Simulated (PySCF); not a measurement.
**C4H5F3O: runs on many settings, part 1 of 2**

Which settings matter for C4H5F3O (`CO/C(F)=C/C(F)F`)?

Computed with PySCF 2.14.0, with density-fitted response routines of our own, on a single molecule in the gas phase. Atoms count from 0, in the outputs and in this text.

### Step 1. The starting structure

13 atoms, charge 0, multiplicity 1; geometry from: GFN2-xTB.

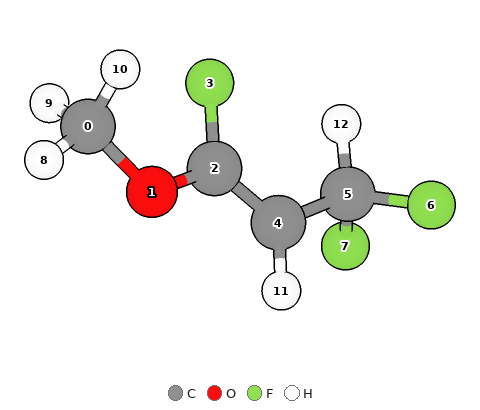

As it starts; carbon grey, oxygen red, fluorine green, hydrogen white, atoms numbered; sticks join atoms by distance.

### Step 2. Shielding tensors: PBE0/pcSseg-1

The job: settings as JSON, then the geometry in Å.

```
{"job": {"kind": "nmr", "xc": "PBE0", "basis": "pcSseg-1"}, "charge": 0, "multiplicity": 1}
C      2.467279    -0.336789    -0.369280
O      1.286038     0.410808    -0.628628
C      0.159359     0.017276    -0.055305
F      0.270910    -1.076303     0.724072
C     -1.015107     0.623414    -0.207695
C     -2.264167     0.152672     0.452314
F     -2.799664     1.128170     1.234549
F     -3.223610    -0.134702    -0.468295
H      3.253565     0.159590    -0.932138
H      2.361304    -1.369572    -0.709429
H      2.710792    -0.329590     0.695706
H     -1.087161     1.495785    -0.832932
H     -2.123925    -0.740272     1.079332
```

Method: GIAO PBE0/pcSseg-1 NMR shielding, non-relativistic, gas phase.

Command:

```bash
OMP_NUM_THREADS=1 python probes_run.py task.json out
```

This one command runs all jobs of the session in turn.

Standard output:

```text
coarse grid: 11792 points
cycle   1  E = -529.3373539894  dE =  1.244e+00  |g| = 9.149e-01  |ddm| = 3.131e+00
cycle   2  E = -529.2076840256  dE =  1.297e-01  |g| = 1.298e+00  |ddm| = 1.218e+00
cycle   3  E = -529.4788851257  dE = -2.712e-01  |g| = 7.075e-02  |ddm| = 7.553e-01
cycle   4  E = -529.4797082309  dE = -8.231e-04  |g| = 3.096e-02  |ddm| = 7.923e-02
cycle   5  E = -529.4798977155  dE = -1.895e-04  |g| = 5.888e-03  |ddm| = 2.937e-02
cycle   6  E = -529.4799027693  dE = -5.054e-06  |g| = 2.559e-03  |ddm| = 4.701e-03
final grid: 117712 points
cycle   7  E = -529.5575736686  dE = -3.396e-05  |g| = 1.309e-02  |ddm| = 2.577e-02
cycle   8  E = -529.5575270430  dE =  4.663e-05  |g| = 2.085e-02  |ddm| = 1.826e-02
cycle   9  E = -529.5576037238  dE = -7.668e-05  |g| = 1.603e-03  |ddm| = 1.206e-02
cycle  10  E = -529.5576043218  dE = -5.981e-07  |g| = 3.625e-04  |ddm| = 1.414e-03
cycle  11  E = -529.5576043457  dE = -2.390e-08  |g| = 1.376e-04  |ddm| = 3.611e-04
cycle  12  E = -529.5576043496  dE = -3.870e-09  |g| = 3.073e-05  |ddm| = 1.142e-04
cycle  13  E = -529.5576043498  dE = -1.751e-10  |g| = 9.744e-06  |ddm| = 2.619e-05
converged SCF energy = -529.5576043498

GIAO shielding tensors (ppm)
atom      isotropic    diamagn.    paramagn.     s11        s22        s33       span
  0 C      131.765     243.763    -111.998    103.679    110.460    181.155     77.477
  1 O      231.104     397.003    -165.899    156.049    241.755    295.507    139.458
  2 C       15.591     253.977    -238.386    -72.601     57.993     61.382    133.983
  3 F      272.921     477.135    -204.214    193.734    299.829    325.200    131.465
  4 C      104.714     256.021    -151.307     44.806    121.769    147.567    102.762
  5 C       68.227     241.964    -173.737     45.462     68.094     91.124     45.662
  6 F      295.346     469.138    -173.792    179.833    331.925    374.279    194.446
  7 F      295.101     469.146    -174.045    179.450    331.798    374.055    194.605
  8 H       27.783      27.445       0.339     24.033     25.801     33.516      9.482
  9 H       27.732      28.683      -0.950     23.972     25.689     33.536      9.563
 10 H       27.735      28.689      -0.955     23.977     25.690     33.538      9.561
 11 H       27.196      30.988      -3.792     24.294     27.494     29.800      5.506
 12 H       24.935      28.507      -3.572     22.783     24.643     27.379      4.596
```

Wall time 28 s (1 thread of Intel Xeon at 2.70GHz, shared host); peak memory 0.73 GiB.

Shifts follow as δ = σ(reference) − σ, with reference shieldings (ppm) from runs at the same level and on the same kind of geometry: 1H TMS 31.72, 13C TMS 186.9, 19F CFCl3 170.9, 17O H2O 336.1. The references are single molecules in the gas phase, so shifts against H2O, NH3, PH3, H3PO4 or CFCl3 are not on the usual liquid scales and can be off by tens of ppm. Atoms listed in one row are averaged.

| atoms | environment | σ (ppm) | δ (ppm) | δ scaled to CDCl3 |
| --- | --- | --- | --- | --- |
| C2 | alkene carbon bearing oxygen | 15.6 | 171.3 | 165.3 |
| C5 | allylic sp3 CH bonded to 2 F | 68.2 | 118.7 | 113.9 |
| C4 | β carbon of an enol-ether or enamine type C=C | 104.7 | 82.2 | 78.3 |
| C0 | methyl carbon bonded to O | 131.8 | 55.2 | 51.9 |
| H12 | hydrogen on an allylic sp3 CH bonded to 2 F | 24.94 | 6.78 | 6.50 |
| H11 | hydrogen on a β carbon of an enol-ether or enamine type C=C | 27.20 | 4.52 | 4.37 |
| H8, H9, H10 | hydrogen on a methyl carbon bonded to O | 27.75 | 3.97 | 3.85 |
| O1 | ether oxygen | 231.1 | 105.0 | – |
| F3 | vinylic fluorine | 272.9 | -102.0 | – |
| F6, F7 | fluorine of a CF2 group | 295.2 | -124.3 | – |

The scaled column applies a straight-line fit of computed shieldings to shifts measured in CDCl3, and one for carbons that bear F (root-mean-square error 0.16 ppm for H, 1.9 ppm for C).

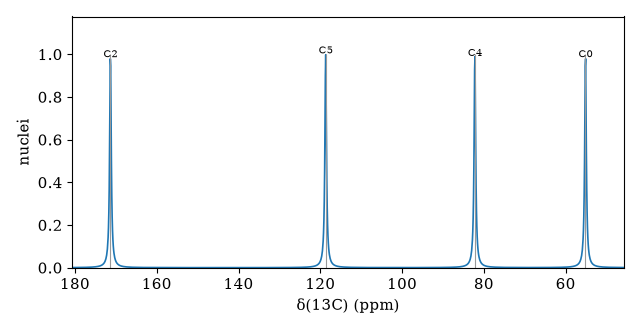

13C lines at the computed shifts, without couplings. Lines are broadened to a width of 0.46 ppm (Lorentzian).

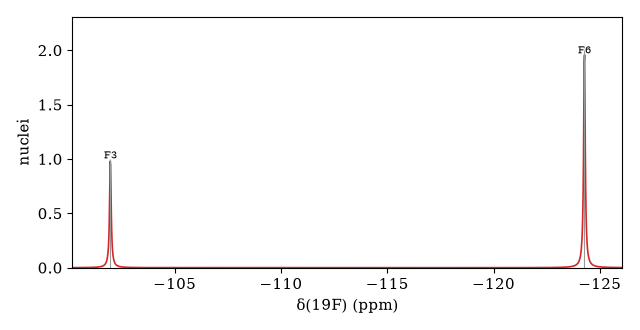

19F lines at the computed shifts, without couplings. Lines are broadened to a width of 0.09 ppm (Lorentzian).

The run also stored atomic charges by several schemes (e):

| atoms | Mulliken | IAO | Hirshfeld | ESP fit |
| --- | --- | --- | --- | --- |
| C0 | -0.04 | -0.21 | -0.03 | -0.12 |
| O1 | -0.46 | -0.31 | -0.10 | -0.30 |
| C2 | 0.55 | 0.48 | 0.17 | 0.58 |
| F3 | -0.28 | -0.27 | -0.05 | -0.17 |
| C4 | -0.33 | -0.32 | -0.14 | -0.77 |
| C5 | 0.55 | 0.44 | 0.14 | 0.70 |
| F6, F7 | -0.31 | -0.31 | -0.12 | -0.27 |

Mulliken charges:

C0 -0.04; O1 -0.46; C2 0.55; F3 -0.28; C4 -0.33; C5 0.55; F6 -0.31; F7 -0.31; H8 0.14; H9 0.12; H10 0.12; H11 0.15; H12 0.09

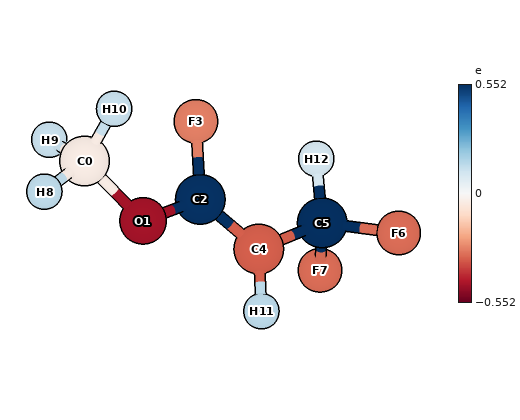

Mulliken charges, as colours on the atoms.

Mayer bond orders: C0–O1 0.86, O1–C2 1.08, C2–F3 0.96, C2–C4 1.69, C4–C5 1.06, C5–F6 0.94, C5–F7 0.94.

### Step 3. Excited states and response: PBE0/def2-SVPD

Same as in step 2 but for these lines:

```diff
@@ -1,2 +1,2 @@
-{"job": {"kind": "nmr", "xc": "PBE0", "basis": "pcSseg-1"}, "charge": 0, "multiplicity": 1}
+{"job": {"kind": "uv", "xc": "PBE0", "basis": "def2-SVPD", "nstates": 6, "ntriplets": 2}, "charge": 0, "multiplicity": 1}
 C      2.467279    -0.336789    -0.369280
```

Level: TDDFT PBE0/def2-SVPD, vertical, gas phase, core orbitals frozen in the response.

Standard output:

```text
coarse grid: 11792 points
cycle   1  E = -529.0306259740  dE =  1.182e+00  |g| = 8.529e-01  |ddm| = 5.053e+00
cycle   2  E = -528.9057741185  dE =  1.249e-01  |g| = 1.216e+00  |ddm| = 2.225e+00
cycle   3  E = -529.1622209377  dE = -2.564e-01  |g| = 7.590e-02  |ddm| = 1.293e+00
cycle   4  E = -529.1632103946  dE = -9.895e-04  |g| = 3.159e-02  |ddm| = 1.696e-01
cycle   5  E = -529.1634121330  dE = -2.017e-04  |g| = 6.471e-03  |ddm| = 5.387e-02
cycle   6  E = -529.1634178592  dE = -5.726e-06  |g| = 2.927e-03  |ddm| = 1.010e-02
final grid: 117712 points
cycle   7  E = -529.2415918177  dE = -3.575e-05  |g| = 1.053e-02  |ddm| = 9.552e-02
cycle   8  E = -529.2415684191  dE =  2.340e-05  |g| = 1.569e-02  |ddm| = 2.447e-02
cycle   9  E = -529.2416123425  dE = -4.392e-05  |g| = 1.449e-03  |ddm| = 1.401e-02
cycle  10  E = -529.2416128135  dE = -4.710e-07  |g| = 3.384e-04  |ddm| = 2.007e-03
cycle  11  E = -529.2416128351  dE = -2.159e-08  |g| = 1.345e-04  |ddm| = 5.685e-04
cycle  12  E = -529.2416128391  dE = -3.913e-09  |g| = 3.115e-05  |ddm| = 2.024e-04
cycle  13  E = -529.2416128392  dE = -1.930e-10  |g| = 1.041e-05  |ddm| = 5.168e-05
converged SCF energy = -529.2416128392

Static polarisability (au): isotropic 58.796, principal 45.231 49.869 81.287

Singlet excitations
state   eV       nm        f      main configurations
  1   6.4361    192.6   0.02062   H->L+1 0.96
  2   6.9895    177.4   0.53203   H->L 0.95
  3   7.4713    165.9   0.00191   H->L+2 0.79, H->L+3 0.15
  4   7.5229    164.8   0.00025   H->L+3 0.81, H->L+2 0.17
  5   7.7910    159.1   0.00180   H->L+4 0.81, H->L+5 0.11
  6   8.3298    148.8   0.00021   H->L+5 0.80, H->L+4 0.14

Triplet excitations (Tamm-Dancoff, eV): 4.3885 6.2767
```

It took 47 s on 1 thread of Intel Xeon at 2.70GHz, shared host; peak memory 0.85 GiB.

Frontier orbitals and where they lie:

| orbital | eV | atoms |
| --- | --- | --- |
| HOMO−3 | -10.94 | O1 46 %, C0 23 %, H8 10 % |
| HOMO−2 | -10.71 | O1 33 %, C0 19 %, C2 12 % |
| HOMO−1 | -9.80 | F7 24 %, F6 24 %, C5 21 % |
| HOMO | -7.33 | C4 38 %, O1 20 %, C2 19 % |
| LUMO | 0.10 | C2 34 %, C4 21 %, O1 12 % |
| LUMO+1 | 0.30 | C0 26 %, C2 18 %, F3 12 % |
| LUMO+2 | 1.20 | C5 14 %, H8 12 %, C0 11 % |

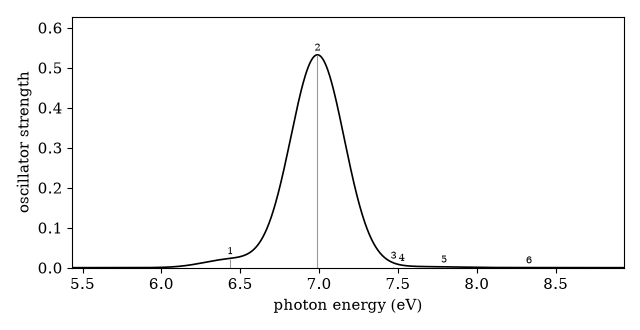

Absorption spectrum from the 6 singlet states computed; above the last one it falls off for lack of states. Lines are broadened to a width of 0.40 eV (Gaussian).

Ground-state properties from the same run:

| property | computed |
| --- | --- |
| dipole moment (D) | 4.38 |
| polarisability (Å³) | 8.71 |
| HOMO–LUMO gap (eV) | 7.43 |
| −ε(HOMO) (eV) | 7.33 |

### Step 4. Nuclear shieldings: LC-wPBE/pcSseg-1

Same as in step 3 but for these lines:

```diff
@@ -1,2 +1,2 @@
-{"job": {"kind": "uv", "xc": "PBE0", "basis": "def2-SVPD", "nstates": 6, "ntriplets": 2}, "charge": 0, "multiplicity": 1}
+{"job": {"kind": "nmr", "xc": "LC-wPBE", "basis": "pcSseg-1", "pop": true}, "charge": 0, "multiplicity": 1}
 C      2.467279    -0.336789    -0.369280
```

Level: GIAO LC-wPBE/pcSseg-1 NMR shielding, non-relativistic, gas phase.

Standard output:

```text
coarse grid: 11792 points
cycle   1  E = -529.4962541939  dE =  1.515e+00  |g| = 1.056e+00  |ddm| = 3.068e+00
cycle   2  E = -529.5190409489  dE = -2.279e-02  |g| = 1.113e+00  |ddm| = 1.068e+00
cycle   3  E = -529.6987576218  dE = -1.797e-01  |g| = 7.704e-02  |ddm| = 5.349e-01
cycle   4  E = -529.6997850613  dE = -1.027e-03  |g| = 3.207e-02  |ddm| = 6.461e-02
cycle   5  E = -529.7000360239  dE = -2.510e-04  |g| = 1.148e-02  |ddm| = 3.332e-02
cycle   6  E = -529.7000677038  dE = -3.168e-05  |g| = 2.531e-03  |ddm| = 1.189e-02
cycle   7  E = -529.7000704478  dE = -2.744e-06  |g| = 1.323e-03  |ddm| = 3.959e-03
final grid: 117712 points
cycle   8  E = -529.8023028813  dE = -6.858e-05  |g| = 1.529e-02  |ddm| = 2.805e-02
cycle   9  E = -529.8022952403  dE =  7.641e-06  |g| = 1.677e-02  |ddm| = 1.595e-02
cycle  10  E = -529.8023324815  dE = -3.724e-05  |g| = 5.175e-04  |ddm| = 7.332e-03
cycle  11  E = -529.8023325375  dE = -5.603e-08  |g| = 3.061e-04  |ddm| = 6.694e-04
cycle  12  E = -529.8023325577  dE = -2.025e-08  |g| = 6.450e-05  |ddm| = 2.596e-04
cycle  13  E = -529.8023325587  dE = -9.345e-10  |g| = 2.433e-05  |ddm| = 6.765e-05
converged SCF energy = -529.8023325587

GIAO shielding tensors (ppm)
atom      isotropic    diamagn.    paramagn.     s11        s22        s33       span
  0 C      135.558     243.596    -108.038    108.098    113.935    184.641     76.543
  1 O      246.664     397.582    -150.918    176.098    252.297    311.598    135.500
  2 C       14.924     254.428    -239.504    -80.470     60.260     64.983    145.453
  3 F      282.455     477.351    -194.896    207.942    307.605    331.818    123.875
  4 C      105.822     256.653    -150.830     41.347    125.034    151.085    109.738
  5 C       71.077     242.129    -171.053     48.146     69.579     95.505     47.359
  6 F      305.985     469.356    -163.371    192.392    338.647    386.917    194.524
  7 F      305.761     469.364    -163.603    192.018    338.542    386.721    194.704
  8 H       27.837      27.451       0.386     23.950     25.860     33.701      9.751
  9 H       27.839      28.784      -0.945     23.986     25.839     33.693      9.706
 10 H       27.841      28.790      -0.949     23.990     25.840     33.694      9.704
 11 H       27.184      31.170      -3.986     24.122     27.634     29.795      5.673
 12 H       25.054      28.535      -3.480     22.797     24.798     27.568      4.771
```

Run time: 47 s. Hardware: 1 thread of Intel Xeon at 2.70GHz, shared host; peak memory 0.75 GiB.

This run: δ C2 176.1, C5 119.9, C4 85.2, C0 55.5, H12 6.73, H11 4.60 ppm.

### Step 5. Nuclear shieldings: PBE0/pcSseg-0

Same as in step 4 but for these lines:

```diff
@@ -1,2 +1,2 @@
-{"job": {"kind": "nmr", "xc": "LC-wPBE", "basis": "pcSseg-1", "pop": true}, "charge": 0, "multiplicity": 1}
+{"job": {"kind": "nmr", "xc": "PBE0", "basis": "pcSseg-0", "pop": true}, "charge": 0, "multiplicity": 1}
 C      2.467279    -0.336789    -0.369280
```

Method: GIAO PBE0/pcSseg-0 NMR shielding, non-relativistic, gas phase.

Standard output:

```text
coarse grid: 11792 points
cycle   1  E = -528.3224984153  dE =  1.252e+00  |g| = 8.598e-01  |ddm| = 3.680e+00
cycle   2  E = -528.1975597377  dE =  1.249e-01  |g| = 1.242e+00  |ddm| = 1.907e+00
cycle   3  E = -528.4726506084  dE = -2.751e-01  |g| = 3.824e-02  |ddm| = 1.022e+00
cycle   4  E = -528.4728122295  dE = -1.616e-04  |g| = 2.738e-02  |ddm| = 7.164e-02
cycle   5  E = -528.4729706493  dE = -1.584e-04  |g| = 6.265e-03  |ddm| = 3.394e-02
cycle   6  E = -528.4729793310  dE = -8.682e-06  |g| = 1.906e-03  |ddm| = 8.250e-03
final grid: 117712 points
cycle   7  E = -528.3717184003  dE = -2.493e-05  |g| = 5.619e-03  |ddm| = 2.335e-02
cycle   8  E = -528.3717165728  dE =  1.828e-06  |g| = 6.413e-03  |ddm| = 1.015e-02
cycle   9  E = -528.3717252143  dE = -8.641e-06  |g| = 9.692e-04  |ddm| = 5.869e-03
cycle  10  E = -528.3717254069  dE = -1.926e-07  |g| = 1.572e-04  |ddm| = 1.021e-03
cycle  11  E = -528.3717254111  dE = -4.238e-09  |g| = 7.154e-05  |ddm| = 2.080e-04
cycle  12  E = -528.3717254119  dE = -8.188e-10  |g| = 2.408e-05  |ddm| = 7.685e-05
converged SCF energy = -528.3717254119

GIAO shielding tensors (ppm)
atom      isotropic    diamagn.    paramagn.     s11        s22        s33       span
  0 C      137.614     243.961    -106.347    106.465    118.105    188.273     81.809
  1 O      237.228     402.462    -165.235    147.965    268.298    295.420    147.455
  2 C       15.656     254.233    -238.577    -76.464     60.986     62.445    138.909
  3 F      276.790     474.723    -197.932    186.659    302.896    340.815    154.156
  4 C      103.843     261.590    -157.747     39.878    119.240    152.412    112.534
  5 C       66.882     249.212    -182.330     38.926     67.054     94.665     55.739
  6 F      311.671     468.497    -156.826    204.567    315.846    414.599    210.032
  7 F      311.529     468.495    -156.966    204.272    315.832    414.481    210.209
  8 H       28.705      27.463       1.242     24.389     26.841     34.885     10.496
  9 H       29.117      27.841       1.276     25.068     27.049     35.235     10.167
 10 H       29.120      27.845       1.275     25.072     27.051     35.238     10.167
 11 H       28.702      30.461      -1.759     25.463     29.829     30.814      5.351
 12 H       25.798      28.083      -2.285     23.317     25.518     28.559      5.241
```

Wall time 10 s (1 thread of Intel Xeon at 2.70GHz, shared host); peak memory 0.49 GiB.

This run: δ C2 180.2, C5 128.9, C4 92.0, C0 58.2, H12 7.50, H11 4.59 ppm.

(Continued in part 2 of 2.)
